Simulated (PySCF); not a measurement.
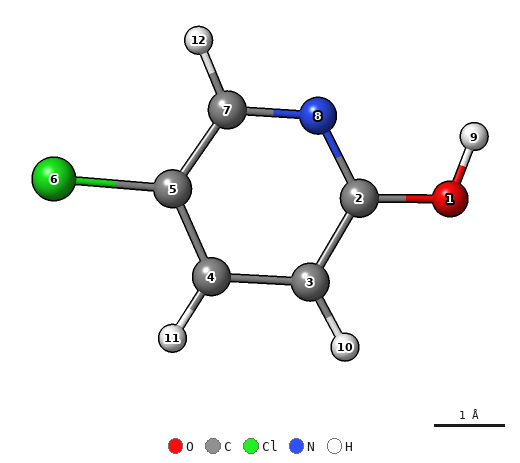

C5H4ClNO, before the relaxation. A ball-and-stick model, seen at a tilt.

The start comes from GFN2-xTB. Its atoms were then displaced at random by about 0.01 Å.

Level of theory: PBE0-D3(BJ)/def2-TZVP geometry optimisation, gas phase in PySCF 2.14.0, density-fitted response routines.

```xyz
12

O    -2.5213   -0.2614   -0.1873
C    -1.2162   -0.1462   -0.0741
C    -0.5483    0.9054   -0.7032
C     0.8738    0.9699   -0.5510
C     1.4720   -0.0205    0.1995
Cl    3.1841    0.0240    0.4197
C     0.7227   -1.0162    0.7894
N    -0.5849   -1.0659    0.6424
H    -2.8372   -1.0111    0.3196
H    -1.0776    1.6350   -1.2578
H     1.4056    1.7538   -0.9987
H     1.1668   -1.7951    1.3924
```

Question: Where does the relaxation end?

Answer: After 9 geometry steps the energy has fallen by 0.141 eV. C4 moves most after the best rigid fit: 0.040 Å. Largest moves by element: C 0.040 Å, O 0.035 Å, H 0.028 Å, N 0.024 Å, Cl 0.008 Å. Some distances before and after: C3–C4 1.432 → 1.377 Å, C4–H11 1.048 → 1.083 Å, O1–C2 1.315 → 1.341 Å, C3–H10 1.058 → 1.082 Å. Bond angles that change, for instance: C2–O1–H9 110.5° → 106.4°, C5–C4–H11 123.3° → 120.1°, C4–C5–C7 121.0° → 118.9°. Cost: 5.9 min on 1 thread of Arm Neoverse V1, with other jobs on the host.

Final geometry:

```xyz
12

O    -2.5385   -0.2308   -0.1924
C    -1.2057   -0.1504   -0.0649
C    -0.5330    0.8991   -0.6907
C     0.8348    0.9615   -0.5456
C     1.4750   -0.0147    0.2092
Cl    3.1853    0.0165    0.4223
C     0.7181   -1.0150    0.7891
N    -0.6026   -1.0789    0.6523
H    -2.8133   -1.0124    0.3042
H    -1.0819    1.6318   -1.2669
H     1.4090    1.7543   -1.0088
H     1.1924   -1.7892    1.3832
```
